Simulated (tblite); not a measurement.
## Run report: HO, frequency calculation

- system: HO, multiplicity 2, SMILES [OH]
- method: GFN2-xTB harmonic vibrations, gas phase (tblite 0.8.0)

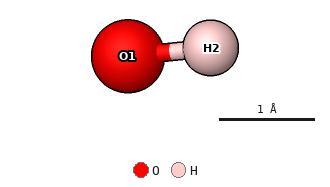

*The input geometry (ball-and-stick view, seen at a tilt; atoms are numbered from 1 in the order of the input).*

### Key numbers

```json
{"quantity": "outcome", "value": "converged"}
{"quantity": "total energy", "value": "−120.5022 eV"}
{"quantity": "zero-point energy", "value": "5.1130 kcal/mol"}
{"quantity": "hardware", "value": "1 CPU thread, shared host"}
{"quantity": "peak memory", "value": "0.38 GiB"}
```

### Input
```
{"job": {"kind": "ir", "xc": "GFN2-xTB", "basis": "xTB"}, "charge": 0, "multiplicity": 2}
O     -1.393080    -0.143248    -0.015248
H     -1.684111     0.024677     0.887594
```

The first line tells a small driver script what to run in tblite; the rest is the geometry in Å.

Launch command:
```bash
OMP_NUM_THREADS=1 python <driver script> task.json out
```

### What the program printed
```
mode    cm-1     km/mol
  1    3576.4     39.28
ZPE 21.392  H(298)-E 30.068  G(298)-E -24.741 kJ/mol  S 183.83 J/(mol K)
```
